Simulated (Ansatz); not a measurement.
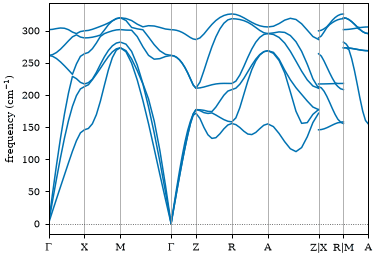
Figure. Phonon dispersion of TiAl (L1₀ or tetragonal B2, space group No. 123), PBE (plane waves, PAW; program Ansatz); imaginary frequencies are drawn negative

Problem. Is this phase dynamically stable?

Solution. Yes, on this path no branch is imaginary.

Problem. How high does the spectrum reach?

Solution. About 330 cm⁻¹ (9.8 THz).

Space group P4/mmm (L1₀ or tetragonal B2). Symmetry was held in the PBE relaxation. The run is not spin-polarised. As this level gives no gap, phonon frequencies hold no LO–TO term and depend on the k-mesh and smearing (Fermi–Dirac, 0.1 eV here).

Potentials: the later of the program's two PAW sets.
